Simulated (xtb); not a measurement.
CoN$_{4}$H$_{12}$F$_{2}$: geometry relaxation (part 1 of 4)

The run: geometry relaxation of CoN$_{4}$H$_{12}$F$_{2}$ (cis-CoF2(NH3)4), multiplicity 2. Method and program: GFN2-xTB (xtb 6.7.1).

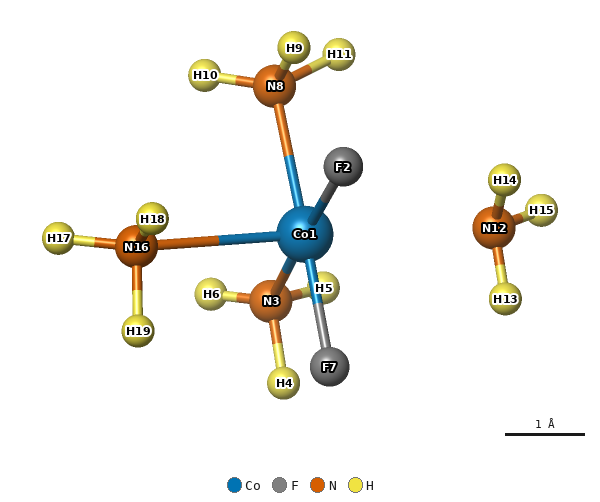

The input geometry (ball-and-stick view, seen at a tilt; atoms are numbered from 1 in the order of the input). Sticks mark near contacts. Bond lengths as drawn: Co–F 1.80 to 1.83 Å, Co–N 2.00 to 2.29 Å and H–N 0.86 to 1.12 Å.

### Input (struc.xyz)
```
19

Co     0.22597    -0.05335     0.23262
F      0.11175     0.06102     2.05960
N      0.26351    -0.05659    -1.76837
H      1.35876    -0.05368    -1.86572
H     -0.07364     0.79993    -2.23565
H     -0.09375    -0.67424    -2.24699
F      2.02421    -0.01022     0.12211
N     -1.82291    -0.10974     0.26707
H     -1.90697    -0.06694     1.27535
H     -2.22592    -0.85981    -0.17650
H     -2.30192     0.87535     0.02999
N      0.41259     2.35383     0.46831
H      1.33138     2.38135     0.31094
H      0.19009     2.30437     1.47010
H      0.04219     3.13389     0.06656
N      0.31945    -2.32982     0.41509
H      0.01818    -3.24422     0.14461
H      0.37795    -2.35839     1.41997
H      1.40897    -2.45752     0.24444
```

Command:
```bash
xtb struc.xyz --gfn 2 --chrg 0 --uhf 1 -o tight > struc.out 2> xtb.err
```

### What the program printed
```
* xtb version 6.7.1
   ID    Z sym.   atoms
    1   27 Co     1
    2    9 F      2, 7
    3    7 N      3, 8, 12, 16
    4    1 H      4-6, 9-11, 13-15, 17-19

           -------------------------------------------------
          |                Calculation Setup                |
           -------------------------------------------------

          program call               : xtb struc.xyz --gfn 2 --chrg 0 --uhf 1 -o tight
          coordinate file            : struc.xyz
          omp threads                :                     1

molecular fragmentation (1/2 indicates fragments):
1111111111122222222
# atoms in fragment 1/2:    11     8
 fragment masses (1/2) :      130.99       34.06
CMA distance (Bohr)    :   0.606
constraining FC (au)   :  0.0500

           -------------------------------------------------
          |                 G F N 2 - x T B                 |
           -------------------------------------------------

      * Hamiltonian:
        H0-scaling (s, p, d)           1.850000    2.230000    2.230000
        zeta-weighting                 0.500000
      * Dispersion:
        s8                             2.700000
        a1                             0.520000
        a2                             5.000000
        s9                             5.000000
      * Repulsion:
        kExp                           1.500000    1.000000
        rExp                           1.000000
      * Coulomb:
        alpha                          2.000000
        third order                    shell-resolved
        anisotropic                    true
        a3                             3.000000
        a5                             4.000000
        cn-shift                       1.200000
        cn-exp                         4.000000
        max-rad                        5.000000

          ...................................................
          :                      SETUP                      :
          :.................................................:
          :  # basis functions                  46          :
          :  # atomic orbitals                  45          :
          :  # shells                           27          :
          :  # electrons                        55          :
          :  max. iterations                   250          :
          :  Hamiltonian                  GFN2-xTB          :
          :  restarted?                      false          :
          :  GBSA solvation                  false          :
          :  PC potential                    false          :
          :  electronic temp.          300.0000000     K    :
          :  accuracy                    1.0000000          :
          :  -> integral cutoff          0.2500000E+02      :
          :  -> integral neglect         0.1000000E-07      :
          :  -> SCF convergence          0.1000000E-05 Eh   :
          :  -> wf. convergence          0.1000000E-03 e    :
          :  Broyden damping             0.4000000          :
          :  net charge                          0          :
          :  unpaired electrons                  1          :
          ...................................................

 iter      E             dE          RMSdq      gap      omega  full diag
   1    -30.7641177 -0.307641E+02  0.733E+00    1.24       0.0  T
   2    -31.1898746 -0.425757E+00  0.283E+00    1.42       1.0  T
   3    -31.2018315 -0.119569E-01  0.182E+00    1.50       1.0  T
   4    -31.2026618 -0.830339E-03  0.372E-01    1.53       1.0  T
   5    -31.2030400 -0.378174E-03  0.154E-01    1.52       1.0  T
   6    -31.2030603 -0.203471E-04  0.386E-02    1.51       1.0  T
   7    -31.2030629 -0.258988E-05  0.947E-03    1.51       2.4  T
   8    -31.2030631 -0.174294E-06  0.210E-03    1.51      10.9  T
   9    -31.2030631 -0.165954E-08  0.311E-04    1.51      73.7  T
  10    -31.2030631 -0.839684E-10  0.117E-04    1.51     196.9  T

   *** convergence criteria satisfied after 10 iterations ***

         #    Occupation            Energy/Eh            Energy/eV
      -------------------------------------------------------------
         1        2.0000           -0.6604223             -17.9710
       ...           ...                  ...                  ...
        22        2.0000           -0.3482822              -9.4772
        23        2.0000           -0.3443852              -9.3712
        24        2.0000           -0.3402140              -9.2577
        25        2.0000           -0.2800614              -7.6209
        26        2.0000           -0.2787375              -7.5848
        27        1.9985           -0.2731602              -7.4331
        28        1.0015           -0.2607910              -7.0965 (HOMO)
        29                         -0.2051294              -5.5819 (LUMO)
        30                         -0.0431371              -1.1738
        31                          0.0059650               0.1623
        32                          0.0220205               0.5992
        33                          0.0936589               2.5486
       ...                                ...                  ...
        45                          1.3856734              37.7061
      -------------------------------------------------------------
                  HL-Gap            0.0556616 Eh            1.5146 eV
             Fermi-level           -0.2499670 Eh           -6.8019 eV

 SCC (total)                   0 d,  0 h,  0 min,  0.014 sec
 SCC setup                      ...        0 min,  0.000 sec (  1.025%)
 Dispersion                     ...        0 min,  0.000 sec (  0.824%)
 classical contributions        ...        0 min,  0.000 sec (  0.272%)
 integral evaluation            ...        0 min,  0.003 sec ( 18.215%)
 iterations                     ...        0 min,  0.007 sec ( 48.954%)
 molecular gradient             ...        0 min,  0.004 sec ( 29.282%)
 printout                       ...        0 min,  0.000 sec (  1.318%)

         :::::::::::::::::::::::::::::::::::::::::::::::::::::
         ::                     SUMMARY                     ::
         :::::::::::::::::::::::::::::::::::::::::::::::::::::
         :: total energy             -30.919728492235 Eh    ::
         :: gradient norm              0.391241560089 Eh/a0 ::
         :: HOMO-LUMO gap              1.514628826305 eV    ::
         ::.................................................::
         :: SCC energy               -31.202962198940 Eh    ::
         :: -> isotropic ES            0.139039585372 Eh    ::
         :: -> anisotropic ES          0.008080050930 Eh    ::
         :: -> anisotropic XC          0.010957360416 Eh    ::
         :: -> dispersion             -0.011213994107 Eh    ::
         :: repulsion energy           0.283233706705 Eh    ::
         :: add. restraining           0.000000000000 Eh    ::
         :: total charge               0.000000000005 e     ::
         :::::::::::::::::::::::::::::::::::::::::::::::::::::

      -----------------------------------------------------------
     |                   =====================                   |
     |                        A N C O P T                        |
     |                   =====================                   |
     |               Approximate Normal Coordinate               |
     |                Rational Function Optimizer                |
      -----------------------------------------------------------
      -----------------------------------------------------------
     |                   =====================                   |
     |                        A N C O P T                        |
     |                   =====================                   |
     |               Approximate Normal Coordinate               |
     |                Rational Function Optimizer                |
      -----------------------------------------------------------

          ...................................................
          :                      SETUP                      :
          :.................................................:
          :   optimization level             tight          :
          :   max. optcycles                   200          :
          :   ANC micro-cycles                  20          :
          :   degrees of freedom                51          :
          :.................................................:
          :   RF solver                   davidson          :
          :   write xtbopt.log                true          :
          :   linear?                        false          :
          :   energy convergence         0.1000000E-05 Eh   :
          :   grad. convergence          0.8000000E-03 Eh/α :
          :   maxmium RF displ.          1.0000000          :
          :   Hlow (freq-cutoff)         0.1000000E-01      :
          :   Hmax (freq-cutoff)         5.0000000          :
          :   S6 in model hess.         20.0000000          :
          ...................................................

generating ANC from exact Hessian ...
Using Lindh-Hessian (1995)
 Shifting diagonal of input Hessian by    9.5754777343989884E-003
 Lowest  eigenvalues of input Hessian
    0.000000    0.000000    0.000000    0.000000    0.000000    0.000000
    0.010000    0.010204    0.010365    0.010882    0.011191    0.011279
    0.012638    0.012810    0.013333    0.016403    0.016859    0.017755
 Highest eigenvalues
    1.321622    1.324866    1.571558    1.604882    1.666933    1.844900

........................................................................
.............................. CYCLE    1 ..............................
........................................................................

 iter      E             dE          RMSdq      gap      omega  full diag
   1    -31.2030631 -0.312031E+02  0.245E-05    1.51       0.0  T
   2    -31.2030631 -0.174438E-11  0.148E-05    1.51    1550.7  T
   3    -31.2030631 -0.106581E-12  0.682E-06    1.51    3362.4  T
     SCC iter.                  ...        0 min,  0.002 sec
     gradient                   ...        0 min,  0.004 sec
 * total energy  :   -30.9197285 Eh     change       -0.2206235E-10 Eh
   gradient norm :     0.3912414 Eh/α   predicted     0.0000000E+00 (-100.00%)
   displ. norm   :     0.3108171 α      lambda       -0.1020904E+00
   maximum displ.:     0.1643501 α      in ANC's #51, #37, #41, ...

........................................................................
.............................. CYCLE    2 ..............................
........................................................................

 iter      E             dE          RMSdq      gap      omega  full diag
   1    -31.1981419 -0.311981E+02  0.373E-01    1.52       0.0  T
   2    -31.1982764 -0.134494E-03  0.205E-01    1.52       1.0  T
   3    -31.1982850 -0.863725E-05  0.556E-02    1.52       1.0  T
   4    -31.1982859 -0.895896E-06  0.118E-02    1.52       1.9  T
   5    -31.1982859 -0.327395E-07  0.247E-03    1.52       9.3  T
   6    -31.1982859 -0.137830E-08  0.831E-04    1.52      27.6  T
   7    -31.1982859 -0.100492E-09  0.171E-04    1.52     133.9  T
     SCC iter.                  ...        0 min,  0.005 sec
     gradient                   ...        0 min,  0.004 sec
 * total energy  :   -30.9772857 Eh     change       -0.5755722E-01 Eh
   gradient norm :     0.0866677 Eh/α   predicted    -0.5597772E-01 (  -2.74%)
   displ. norm   :     0.2074081 α      lambda       -0.1235095E-01
   maximum displ.:     0.0699160 α      in ANC's #27, #41, #18, ...

........................................................................
.............................. CYCLE    3 ..............................
........................................................................

 iter      E             dE          RMSdq      gap      omega  full diag
   1    -31.2093769 -0.312094E+02  0.217E-01    1.49       0.0  T
   2    -31.2094368 -0.599227E-04  0.124E-01    1.49       1.0  T
   3    -31.2094404 -0.359945E-05  0.359E-02    1.49       1.0  T
   4    -31.2094409 -0.408563E-06  0.871E-03    1.49       2.6  T
   5    -31.2094409 -0.118100E-07  0.173E-03    1.49      13.3  T
   6    -31.2094409 -0.553058E-09  0.775E-04    1.49      29.6  T
   7    -31.2094409 -0.886970E-10  0.120E-04    1.49     191.3  T
     SCC iter.                  ...        0 min,  0.004 sec
     gradient                   ...        0 min,  0.004 sec
 * total energy  :   -30.9843914 Eh     change       -0.7105737E-02 Eh
   gradient norm :     0.0241212 Eh/α   predicted    -0.6441122E-02 (  -9.35%)
   displ. norm   :     0.1449709 α      lambda       -0.1462203E-02
   maximum displ.:     0.0533651 α      in ANC's #8, #12, #14, ...

........................................................................
.............................. CYCLE    4 ..............................
........................................................................

 iter      E             dE          RMSdq      gap      omega  full diag
   1    -31.2094347 -0.312094E+02  0.112E-01    1.47       0.0  T
   2    -31.2094535 -0.188330E-04  0.553E-02    1.47       1.0  T
   3    -31.2094544 -0.842746E-06  0.191E-02    1.47       1.2  T
   4    -31.2094545 -0.100218E-06  0.375E-03    1.47       6.1  T
   5    -31.2094545 -0.247720E-08  0.889E-04    1.47      25.8  T
   6    -31.2094545 -0.119773E-09  0.277E-04    1.47      82.7  T
     SCC iter.                  ...        0 min,  0.003 sec
     gradient                   ...        0 min,  0.004 sec
 * total energy  :   -30.9853609 Eh     change       -0.9694030E-03 Eh
   gradient norm :     0.0134564 Eh/α   predicted    -0.7466984E-03 ( -22.97%)
   displ. norm   :     0.1074110 α      lambda       -0.4861419E-03
   maximum displ.:     0.0488799 α      in ANC's #8, #18, #7, ...
```
